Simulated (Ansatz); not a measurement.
**Nb-Ti stack of (111) layers: lattice stability ahead of a resistivity run**

Question: is the lattice of Nb-Ti stack of (111) layers stable, and if so, what are its coupling constant and resistivity?

Program: Ansatz 0.2.0. Level of theory: DFT PBEsol, scalar-relativistic, plane waves, PAW; PAW set soft_1. Results are calculated unless marked as measured.

### 1. The starting structure

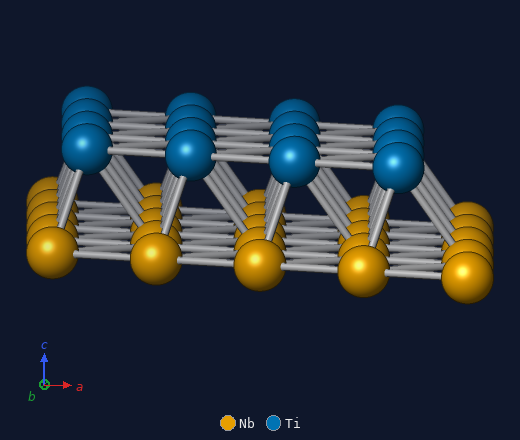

Start, viewed nearly edge on; niobium orange, titanium blue. 4×4×1 cells are drawn. Some periodic images of atoms are drawn too.

The cell holds 2 atoms: 1 Nb and 1 Ti. Its edges and angles: a = 2.923 Å, b = 2.923 Å, c = 13.386 Å, α = 90.0°, β = 90.0°, γ = 120.0°. Vacuum lies along c.

### 2. Relaxing cell and atoms

Lattice constant and positions set the bands and the force constants, so the cell is relaxed first.

input.yaml reads:

```yaml
crystal:
  lattice:
    - [2.92265, 0.0, 0.0]
    - [-1.46133, 2.53109, 0.0]
    - [0.0, 0.0, 13.38634]
  atoms:
    - { symbol: Nb, position: [0.0, 0.0, 0.41086669] }
    - { symbol: Ti, position: [0.33333333, 0.66666667, 0.58913331] }
  periodic: [true, true, false]
kpoints:
  mp_grid: { grid: [12, 12, 1] }
hamiltonian:
  xc: pbesol
  pseudopotentials: { kind: paw, azcp: { folder: soft_1 }, xc_functional: pbe }
scf:
  occupations: { method: gaussian, width: 0.1 }
output:
  forces: true
  stress: true
  eigenvalues: true
relax:
  adjacent_minimum: "off"
  f_tol: 0.005
  max_steps: 80
  cell: { stress_2d_tol: 0.02 }
```

The run is started by

```bash
$ ansatz run input.yaml --threads 4 --pin off --max-ram 12288MiB --backend cpu --events-out ev --progress --plain --runs-dir out
```

Numbers of over 12 decimals in the logs are rounded to 6 here.

Log:

```text
Warning: crystal.periodic: the lattice vector that does not repeat stood 0.000° off the slab's normal, 13.386 Å along it as the deck builds it. The run solves the slab on a vector along the normal, 28.573 Å long, with every atom where it was (on the deck's vector they left 11.00 Å outside them, and the widest stretch free of ions among them is 2.39 Å). A fractional position that the run reports is one of the run's ce [...]
crystal.periodic: the lattice vector that does not repeat stood 0.000° off the slab's normal, 13.386 Å along it as the deck builds it. The run solves the slab on a vector along the normal, 28.573 Å long, with every atom where it was (on the deck's vector they left 11.00 Å outside them, and the widest stretch free of ions among them is 2.39 Å). A fractional position that the run reports is one of the run's cell, which [...]
Engine: ansatz 0.2.0, aarch64-unknown-linux-gnu
Pseudopotentials: kind: paw
Pseudopotential: Nb, paw, valence charge 13, recommended cutoff 420 eV (normal), soft_1/Nb.paw.azcp
Pseudopotential: Ti, paw, valence charge 12, recommended cutoff 420 eV (normal), soft_1/Ti.paw.azcp
Functional definition: PBEsol
  exchange = pbesol_x
  correlation = pbesol_c
Crystal: 2 atoms, lattice volume = 211.366 Å³
Basis set: ecut = 420 eV, 4091 PW (Γ), exchange–correlation on 40×40×384 points (8 copies of the dense FFT grid, shifted against one another)
Bands: 17, of which v1, the nominal top of the filled ones, is band 13 counted from 1 (12 counted from 0)
Symmetry: 6 space group operations
Space group: P3m1 (ITA 156), of the structure as read, at distance tolerance 6.0e-5 Å
k-points: 19 of 144 (time reversal used)
Non-local potential: Nb, projectors of the file, l = 0: 3, l = 1: 2, l = 2: 2, l = 3: 1
Non-local potential: Ti, projectors of the file, l = 0: 3, l = 1: 2, l = 2: 3, l = 3: 1
PAW form: soft (Blöchl's): semilocal exchange-correlation on the pseudo side does not see the compensation charge
PAW frozen core: Nb, regenerated for the run's functional, and the local potential with it (the file was generated under x = pbe(κ = 0.804, μ = 0.219515), c = pbe(β = 0.066725))
PAW frozen core: Ti, regenerated for the run's functional, and the local potential with it (the file was generated under x = pbe(κ = 0.804, μ = 0.219515), c = pbe(β = 0.066725))
PAW one-centre angular grid: Nb, 590 points (default); XC on 64 Gauss nodes
PAW one-centre angular grid: Ti, 590 points (default); XC on 64 Gauss nodes
Initial density: superposition of atomic densities (neutral atoms: chi_scale 0, normalization atom)
Initial wavefunctions: pseudopotential atomic-orbital guess
Functional: x = pbesol(κ = 0.804, μ = 0.123457), c = pbesol(β = 0.046)
SCF iter   1: F=—  HF=-6969.285074 eV  |F-HF|=—  |Δ(HF+E_count)|=         —  Δρ=4.74e-2  dr2=4.12e1  ethr=3.10e-3  ⟨swp⟩=11.7  Hψ=2665  notcnv=0
preconditioner: auto → LDOS  [metal: Δε(μ)=0.004 eV  Ē_g=3.200 eV  σ=0.100 eV  W_gap=0.02  n_scr=16 (ndim 8)  ℏωp=7.7 eV  f_vac=0.731  D(μ)=5.89/eV (n_scr^D=20)  β→1.0]
SCF iter   2: F=—  HF=-6967.326284 eV  |F-HF|=—  |Δ(HF+E_count)|=    1.96e0  Δρ=2.52e-2  dr2=8.59e0  ethr=3.10e-3  ⟨swp⟩=5.4  Hψ=1175  notcnv=0  defer=3
SCF iter   3: F=—  HF=-6967.053819 eV  |F-HF|=—  |Δ(HF+E_count)|=   2.72e-1  Δρ=8.19e-3  dr2=4.88e-1  ethr=3.10e-3  ⟨swp⟩=4.4  Hψ=967  notcnv=0  defer=3
SCF iter   4: F=—  HF=-6966.989627 eV  |F-HF|=—  |Δ(HF+E_count)|=   6.42e-2  Δρ=3.16e-3  dr2=6.61e-2  ethr=1.95e-3  ⟨swp⟩=3.4  Hψ=655  notcnv=0  defer=3
SCF iter   5: F=—  HF=-6966.991242 eV  |F-HF|=—  |Δ(HF+E_count)|=   1.61e-3  Δρ=8.56e-4  dr2=8.96e-3  ethr=2.65e-4  ⟨swp⟩=2.5  Hψ=568  notcnv=0  defer=3
SCF iter   6: F=—  HF=-6966.991009 eV  |F-HF|=—  |Δ(HF+E_count)|=   2.33e-4  Δρ=3.07e-4  dr2=2.90e-4  ethr=3.58e-5  ⟨swp⟩=2.3  Hψ=456  notcnv=0  defer=3
SCF iter   7: F=—  HF=-6966.991073 eV  |F-HF|=—  |Δ(HF+E_count)|=   6.41e-5  Δρ=8.88e-5  dr2=1.47e-5  ethr=1.16e-6  ⟨swp⟩=3.5  Hψ=665  notcnv=0  defer=3
SCF iter   8: F=—  HF=-6966.991190 eV  |F-HF|=—  |Δ(HF+E_count)|=   1.17e-4  Δρ=3.18e-5  dr2=3.65e-6  ethr=5.87e-8  ⟨swp⟩=3.4  Hψ=683  notcnv=0  defer=3
SCF iter   9: F=—  HF=-6966.991190 eV  |F-HF|=—  |Δ(HF+E_count)|=   3.79e-7  Δρ=7.24e-6  dr2=2.28e-7  ethr=1.46e-8  ⟨swp⟩=3.3  Hψ=630  notcnv=0  defer=3
SCF iter  10: F=-6966.991190 eV  HF=-6966.991190 eV  |F-HF|=4.33e-10  |Δ(HF+E_count)|=   8.29e-8  Δρ=3.06e-6  dr2=5.01e-8  ethr=4.00e-10  ⟨swp⟩=13.4  Hψ=2130  notcnv=0
SCF 1 converged in 10 iterations: F = -6966.991190 eV  dr2 = 5.01e-8
  greatest PAW one-centre occupation: 0.999 electrons in one spin orbital (limit 2), on the Ti atom at site 1 (counted from 0), in its partial waves of l = 0
relax step   1: F+E_penalty+E_count = -6966.99119002 eV  Δ(F+E_penalty+E_count) = +0.000e0 eV  max|allowed force component| = 4.902e-1 eV/Å  Δτ_max = 0.0000 Å  P = -7.951 N/m  Ω = 211.366 Å³  fix = [c, alpha, beta]  reactions: c -0.000 N/m  (10 SCF iters, dr2 threshold 1.00e-7 eV, accepted)
Crystal: 2 atoms, lattice volume = 191.265 Å³
Basis set: ecut = 420 eV, 3779 PW (Γ), exchange–correlation on 40×40×384 points (8 copies of the dense FFT grid, shifted against one another)
Initial density: handed on by an earlier stage of this run
Initial wavefunctions: those handed on with the density
iter 1 solved again at ethr=2.96e-3 eV; its pass at ethr=3.10e-3 eV (dr2=7.40e-1 eV) is discarded
SCF iter   1: F=—  HF=-6967.130660 eV  |F-HF|=—  |Δ(HF+E_count)|=         —  Δρ=9.28e-3  dr2=7.46e-1  ethr=2.96e-3  ⟨swp⟩=1.3  Hψ=3278  notcnv=0
preconditioner: auto → LDOS  [metal: Δε(μ)=0.036 eV  Ē_g=3.364 eV  σ=0.100 eV  W_gap=0.20  n_scr=16 (ndim 8)  ℏωp=8.1 eV  f_vac=0.749  D(μ)=2.52/eV (n_scr^D=14)  β→1.0]
SCF iter   2: F=—  HF=-6967.109732 eV  |F-HF|=—  |Δ(HF+E_count)|=   2.09e-2  Δρ=6.60e-3  dr2=5.91e-1  ethr=2.96e-3  ⟨swp⟩=3.6  Hψ=697  notcnv=0
SCF iter   3: F=—  HF=-6967.045962 eV  |F-HF|=—  |Δ(HF+E_count)|=   6.38e-2  Δρ=1.12e-3  dr2=3.81e-3  ethr=2.36e-3  ⟨swp⟩=2.8  Hψ=678  notcnv=0  defer=3
SCF iter   4: F=—  HF=-6967.047503 eV  |F-HF|=—  |Δ(HF+E_count)|=   1.54e-3  Δρ=4.91e-4  dr2=1.37e-3  ethr=1.52e-5  ⟨swp⟩=4.6  Hψ=808  notcnv=0  defer=3
SCF iter   5: F=—  HF=-6967.047458 eV  |F-HF|=—  |Δ(HF+E_count)|=   4.55e-5  Δρ=1.20e-4  dr2=7.34e-5  ethr=5.49e-6  ⟨swp⟩=2.8  Hψ=535  notcnv=0  defer=3
SCF iter   6: F=—  HF=-6967.047514 eV  |F-HF|=—  |Δ(HF+E_count)|=   5.66e-5  Δρ=3.74e-5  dr2=3.82e-6  ethr=2.94e-7  ⟨swp⟩=2.7  Hψ=544  notcnv=0  defer=3
SCF iter   7: F=—  HF=-6967.047516 eV  |F-HF|=—  |Δ(HF+E_count)|=   1.80e-6  Δρ=1.49e-5  dr2=1.03e-6  ethr=1.53e-8  ⟨swp⟩=3.8  Hψ=728  notcnv=0  defer=3
[...]
iter 1 solved again at ethr=1.18e-3 eV; its pass at ethr=3.10e-3 eV (dr2=2.96e-1 eV) is discarded
SCF iter   1: F=—  HF=-6967.213786 eV  |F-HF|=—  |Δ(HF+E_count)|=         —  Δρ=6.40e-3  dr2=2.79e-1  ethr=1.18e-3  ⟨swp⟩=2.1  Hψ=2906  notcnv=0
preconditioner: auto → LDOS  [insulator: Δε(μ)=0.133 eV  Ē_g=3.109 eV  σ=0.100 eV  W_gap=0.59  n_scr=16 (ndim 8)  ℏωp=8.0 eV  f_vac=0.745  D(μ)=1.43/eV (n_scr^D=10)  ε∞_Penn≈7.6  β→1.0]
SCF iter   2: F=—  HF=-6967.246751 eV  |F-HF|=—  |Δ(HF+E_count)|=   3.30e-2  Δρ=6.46e-3  dr2=5.26e-1  ethr=1.12e-3  ⟨swp⟩=4.8  Hψ=874  notcnv=0
SCF iter   3: F=—  HF=-6967.182370 eV  |F-HF|=—  |Δ(HF+E_count)|=   6.44e-2  Δρ=1.78e-3  dr2=2.65e-2  ethr=1.12e-3  ⟨swp⟩=3.4  Hψ=714  notcnv=0
SCF iter   4: F=—  HF=-6967.179010 eV  |F-HF|=—  |Δ(HF+E_count)|=   3.36e-3  Δρ=6.10e-4  dr2=5.44e-3  ethr=1.06e-4  ⟨swp⟩=3.5  Hψ=637  notcnv=0
SCF iter   5: F=—  HF=-6967.178926 eV  |F-HF|=—  |Δ(HF+E_count)|=   8.40e-5  Δρ=1.47e-4  dr2=1.50e-4  ethr=2.18e-5  ⟨swp⟩=1.8  Hψ=420  notcnv=0
SCF iter   6: F=—  HF=-6967.179034 eV  |F-HF|=—  |Δ(HF+E_count)|=   1.07e-4  Δρ=6.01e-5  dr2=4.60e-6  ethr=6.01e-7  ⟨swp⟩=3.6  Hψ=681  notcnv=0
SCF iter   7: F=—  HF=-6967.179037 eV  |F-HF|=—  |Δ(HF+E_count)|=   3.57e-6  Δρ=1.85e-5  dr2=1.15e-6  ethr=1.84e-8  ⟨swp⟩=4.5  Hψ=786  notcnv=0
SCF iter   8: F=—  HF=-6967.179038 eV  |F-HF|=—  |Δ(HF+E_count)|=   5.86e-7  Δρ=5.10e-6  dr2=2.08e-7  ethr=4.59e-9  ⟨swp⟩=3.4  Hψ=595  notcnv=0
SCF iter   9: F=-6967.179038 eV  HF=-6967.179038 eV  |F-HF|=3.20e-8  |Δ(HF+E_count)|=   1.13e-7  Δρ=1.36e-6  dr2=4.34e-9  ethr=8.00e-10  ⟨swp⟩=13.5  Hψ=1928  notcnv=0
SCF 3 converged in 9 iterations: F = -6967.179038 eV  dr2 = 4.34e-9
relax step   3: F+E_penalty+E_count = -6967.17903797 eV  Δ(F+E_penalty+E_count) = -1.315e-1 eV  max|allowed force component| = 1.474e-1 eV/Å  Δτ_max = 0.0883 Å  P = -2.068 N/m  Ω = 195.434 Å³  energy of the carried Pulay correction = +2.842e-4 eV  fix = [c, alpha, beta]  reactions: c -0.000 N/m  (9 SCF iters, dr2 threshold 2.00e-7 eV, accepted)
[...]
relax step   4: F+E_penalty+E_count = -6967.19645951 eV  Δ(F+E_penalty+E_count) = -1.742e-2 eV  max|allowed force component| = 7.046e-3 eV/Å  Δτ_max = 0.0254 Å  P = -0.922 N/m  Ω = 191.368 Å³  energy of the carried Pulay correction = +3.603e-4 eV  fix = [c, alpha, beta]  reactions: c -0.000 N/m  (8 SCF iters, dr2 threshold 2.00e-7 eV, accepted)
[...]
relax step   5: F+E_penalty+E_count = -6967.19889552 eV  Δ(F+E_penalty+E_count) = -2.436e-3 eV  max|allowed force component| = 2.073e-2 eV/Å  Δτ_max = 0.0071 Å  P = +0.177 N/m  Ω = 188.691 Å³  energy of the carried Pulay correction = +4.113e-4 eV  fix = [c, alpha, beta]  reactions: c +0.000 N/m  (7 SCF iters, dr2 threshold 2.00e-7 eV, accepted)
[...]
relax step   6: F+E_penalty+E_count = -6967.19896876 eV  Δ(F+E_penalty+E_count) = -7.324e-5 eV  max|allowed force component| = 2.889e-3 eV/Å  Δτ_max = 0.0008 Å  P = +0.006 N/m  Ω = 188.987 Å³  energy of the carried Pulay correction = +4.056e-4 eV  fix = [c, alpha, beta]  reactions: c +0.000 N/m  (5 SCF iters, dr2 threshold 5.12e-8 eV, accepted)
Initial wavefunctions: pseudopotential atomic-orbital guess (no wavefunctions were taken with the density)
iter 1 solved again at ethr=5.84e-7 eV; its pass at ethr=3.10e-3 eV (dr2=1.46e-4 eV) is discarded
SCF iter   1: F=—  HF=-6967.198356 eV  |F-HF|=—  |Δ(HF+E_count)|=         —  Δρ=4.00e-5  dr2=3.91e-7  ethr=5.84e-7  ⟨swp⟩=5.9  Hψ=4021  notcnv=0
preconditioner: auto → LDOS  [insulator: Δε(μ)=0.135 eV  Ē_g=3.207 eV  σ=0.100 eV  W_gap=0.66  n_scr=16 (ndim 8)  ℏωp=8.1 eV  f_vac=0.742  D(μ)=2.40/eV (n_scr^D=12)  ε∞_Penn≈7.4  β→1.0]
SCF iter   2: F=—  HF=-6967.198452 eV  |F-HF|=—  |Δ(HF+E_count)|=   9.64e-5  Δρ=2.74e-5  dr2=9.57e-6  ethr=1.57e-9  ⟨swp⟩=4.2  Hψ=851  notcnv=0
SCF iter   3: F=—  HF=-6967.198452 eV  |F-HF|=—  |Δ(HF+E_count)|=   2.50e-7  Δρ=3.29e-6  dr2=3.98e-8  ethr=1.57e-9  ⟨swp⟩=3.4  Hψ=662  notcnv=0
SCF iter   4: F=—  HF=-6967.198452 eV  |F-HF|=—  |Δ(HF+E_count)|=   3.40e-8  Δρ=1.44e-6  dr2=6.55e-8  ethr=1.59e-10  ⟨swp⟩=3.7  Hψ=642  notcnv=0
SCF iter   5: F=—  HF=-6967.198452 eV  |F-HF|=—  |Δ(HF+E_count)|=   8.83e-9  Δρ=5.27e-7  dr2=1.07e-9  ethr=1.59e-10  ⟨swp⟩=2.3  Hψ=431  notcnv=0
SCF iter   6: F=—  HF=-6967.198452 eV  |F-HF|=—  |Δ(HF+E_count)|=   2.27e-9  Δρ=1.15e-7  dr2=9.20e-11  ethr=4.28e-12  ⟨swp⟩=4.1  Hψ=654  notcnv=0
SCF iter   7: F=—  HF=-6967.198452 eV  |F-HF|=—  |Δ(HF+E_count)|=  7.91e-11  Δρ=4.39e-8  dr2=5.77e-12  ethr=1.00e-12  ⟨swp⟩=1.9  Hψ=404  notcnv=0
SCF iter   8: F=-6967.198452 eV  HF=-6967.198452 eV  |F-HF|=5.73e-11  |Δ(HF+E_count)|=  1.43e-10  Δρ=1.69e-8  dr2=3.62e-13  ethr=1.00e-12  ⟨swp⟩=13.4  Hψ=2263  notcnv=0
SCF 7 converged in 8 iterations: F = -6967.198452 eV  dr2 = 3.62e-13
relax step   7: F+E_penalty+E_count = -6967.19845173 eV  Δ(F+E_penalty+E_count) = +5.170e-4 eV  max|allowed force component| = 2.997e-3 eV/Å  Δτ_max = 0.0000 Å  P = +0.010 N/m  Ω = 188.987 Å³  fix = [c, alpha, beta]  reactions: c +0.000 N/m  stress off target by 1.04e-2 N/m on what of the cell is left free  SCF on the basis re-selected at this cell (its energy is not comparable with the rows above)  (8 SCF iters)
basis re-selected at this cell: Δ(F+E_penalty+E_count) = +5.170e-4 eV, ΔP = +0.004 N/m vs the last step (what re-selecting the basis moved, of the pressure what is left beyond the Pulay correction that the steps carried, after the strain that the cell walked since its last selection, with what the two solves' SCF thresholds leave and, on support functions, any second-order correction that the steps lacked; it is no m [...]
SCF converged after 8 iterations
Free energy (F): -6967.198452 eV
Harris-Foulkes:  -6967.198452 eV  (|F-HF|=5.73e-11)
Internal energy: -6967.186455 eV  (E = F + TS)
E sigma→0 (E₀):  -6967.192453 eV
Entropy (-TS):   -0.011996 eV (-5.998 meV/atom)
Fermi energy:    -4.654757 eV
--- Per-component energies (eV) ---
  E_band       = -732.494684
  E_kinetic    = 656.628180
  E_local      = -49850.387498  (includes V_loc(G=0)·N_el)
  E_nonlocal   = 160.935231
  E_hartree    = 24469.253404
  E_xc         = -278.826933
  E_vxc        = -343.686792  (∫ρ·V_xc dr)
  E_paw        = -4044.873684  (= ΣΔE_a)
  E_vpaw       = -294.490540  (= ΣTr[D̂ρ^β])
  E_aug_tail   = -0.000035  (compensation charges beyond the density's cutoff)
  E_ewald      = 21919.756785
  E_core_change = 0.328094  (= ΣΔE_core)
  E_smearing   = -0.011996  (= −TS)
  E_closure    = -0.000000  (closes the sum)
  Σ components = -6967.198452   (vs F -6967.198452, Δ=0.00e0)
--- Forces (eV/Å), atoms counted from 1 ---
  atom   1  Nb    -0.00000000    -0.00000000    -0.00299715
  atom   2  Ti     0.00000000     0.00000000     0.00299696
  max |Σ_I F_I| component: 1.83e-7 eV/Å
--- 2D stress c σ (N/m, compression-positive) ---
        0.010390      -0.000000      -0.000000
       -0.000000       0.010390      -0.000000
       -0.000000      -0.000000       0.000000
  P = ½ c Tr σ = 0.0104 N/m
--- Band table (eV; the first three rows and the last of 19) ---
  k-point 0: bands = [... 9 lower, -8.5379, -5.5069, -4.8904, -4.1753, -4.1753, -4.1446, -3.6661, -3.6661]
  k-point 1: bands = [... 9 lower, -8.2681, -5.4455, -4.8718, -4.4519, -4.3156, -3.9185, -3.7866, -3.5051]
  k-point 2: bands = [... 9 lower, -7.5838, -5.4412, -5.0962, -4.9708, -4.3787, -3.9661, -3.2213, -3.0376]
  k-point 18: bands = [... 9 lower, -5.9709, -5.5188, -4.8896, -4.8072, -4.5115, -4.4891, -2.6701, -1.7480]
--- Relaxed structure (6 steps of the walk, 6 accepted, 1 SCFs on fresh bases) ---
  F+E_penalty+E_count = -6967.19845173 eV   max|allowed force component| = 2.997e-3 eV/Å   (the final SCF, on the basis selected at the relaxed cell)
  cell:  # Å, volume = 188.9874 Å³
    - [2.763603, 2.7296573423108157e-6, 0]
    - [-1.381804, 2.393349, 0]
    - [0, 0, 28.572675]
  atoms:
    - { symbol: Nb, position: [-1.825865993182489e-17, 1.850371728764589e-17, 0.191814] }
    - { symbol: Ti, position: [0.333333, 0.666667, 0.276687] }
```

It took 17 s on 4 threads of Arm Neoverse V1, shared host; peak memory 0.51 GiB; 66 s of CPU time.

Relaxation path:

| step | energy less that of the first step (eV) | largest force component (eV/Å) | volume (Å³) |
| --- | --- | --- | --- |
| 1 | 0.0000 | 0.4902 | 211.37 |
| 2 | -0.0563 | 1.2975 | 191.26 |
| 3 | -0.1878 | 0.1474 | 195.43 |
| 4 | -0.2053 | 0.0070 | 191.37 |
| 5 | -0.2077 | 0.0207 | 188.69 |
| 6 | -0.2078 | 0.0029 | 188.99 |
| 7* | -0.2073 | 0.0030 | 188.99 |

Relaxation steps marked * repeat the geometry before them on a plane-wave basis chosen anew for their cell, so energy and pressure can jump there.

The run keeps the 6 symmetry operations that it works with, so distortions that break them were not tested.

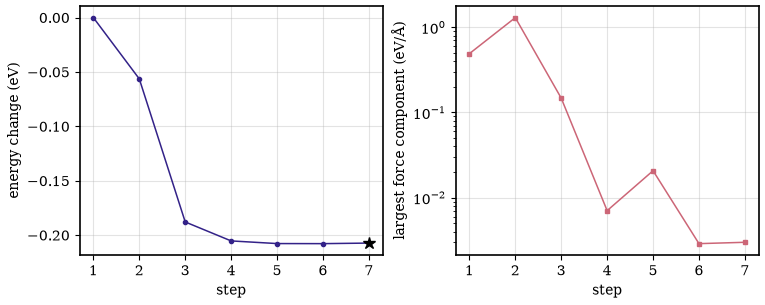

Energy and largest force along the relaxation. Stars mark steps on a basis chosen anew.

| cell as run | before | after | change |
| --- | --- | --- | --- |
| a (Å) | 2.923 | 2.764 | -5.4 % |
| b (Å) | 2.923 | 2.764 | -5.4 % |

The atoms that moved most (Å, along periodic axes as changes of fractional coordinates times the final cell, across vacuum about the mean position):

| atom | dx | dy | dz | length |
| --- | --- | --- | --- | --- |
| Nb1 | 0.000 | 0.000 | -0.019 | 0.019 |
| Ti2 | 0.000 | 0.000 | 0.019 | 0.019 |

Final coordinates:

```xyz
2
Lattice="2.7636 0.0000 0.0000 -1.3818 2.3933 0.0000 0.0000 0.0000 28.5727" Properties=species:S:1:pos:R:3
Nb    0.0000    0.0000    5.4806
Ti    0.0000    1.5956    7.9057
```

This step gave:

- metallic on mesh: yes
- gap on the k-mesh: 0 eV

The relaxation ends with a largest force component of 0.0030 eV/Å.

### 3. Relaxing tightly for phonons

Phonons are second derivatives about the minimum, so the remaining forces must be small: the thresholds are tightened.

input.yaml, the sections that differ from step 2:

```yaml
crystal:
  lattice:
    - [2.7636028951, 2.7297e-06, 0.0]
    - [-1.3818038115, 2.3933489483, 0.0]
    - [0.0, 0.0, 28.5726751719]
  atoms:
    - { symbol: Nb, position: [0.0, 0.0, 0.1918143079] }
    - { symbol: Ti, position: [0.3333333333, 0.6666666667, 0.2766871509] }
  periodic: [true, true, false]
scf:
  occupations: { method: methfessel_paxton, width: 0.2 }
relax:
  adjacent_minimum: "off"
  f_tol: 0.001
  max_steps: 60
  cell: { stress_2d_tol: 0.002 }
# kpoints, hamiltonian, output: as in step 2
```

Log:

```text
[the first part of the log is left out]
  E_xc         = -278.847161
  E_vxc        = -343.714205  (∫ρ·V_xc dr)
  E_paw        = -4044.890357  (= ΣΔE_a)
  E_vpaw       = -294.520237  (= ΣTr[D̂ρ^β])
  E_aug_tail   = -0.000035  (compensation charges beyond the density's cutoff)
  E_ewald      = 21946.803221
  E_core_change = 0.328094  (= ΣΔE_core)
  E_smearing   = 0.007770  (= −TS)
  E_closure    = 0.000000  (closes the sum)
  Σ components = -6967.188675   (vs F -6967.188675, Δ=0.00e0)
--- Forces (eV/Å), atoms counted from 1 ---
[...]
-0.000117      -0.000000       0.000000
       -0.000000      -0.000117      -0.000000
        0.000000      -0.000000      -0.000000
  P = ½ c Tr σ = -0.0001 N/m
--- Band table (eV; the first three rows and the last of 19) ---
[...]
--- Relaxed structure (4 steps of the walk, 4 accepted, 1 SCFs on fresh bases) ---
[...]
cell:  # Å, volume = 188.7157 Å³
    - [2.761615, 2.727714150322987e-6, 0]
    - [-1.380810, 2.391628, 0]
    - [0, 0, 28.5726751719]
  atoms:
    - { symbol: Nb, position: [0, -3.701084931825913e-17, 0.191757] }
    - { symbol: Ti, position: [0.333333, 0.666667, 0.276745] }
```

The job ended after 11 s (4 threads; peak memory 0.49 GiB; 40 s of CPU time).

Little changed from the start: no atom moved by 0.005 Å and no cell edge by 0.1 %.

[end of part 1 of 2]

[Logs are printed without paths, hosts, clocks, repeated set-up lines and the standing remarks that a program may print on its own settings, such as how far it seeks lower states.]

[Hosts, paths, dates, database ids (printed as entryN), source tags and the programs' standing remarks are cut or masked in the printed files.]
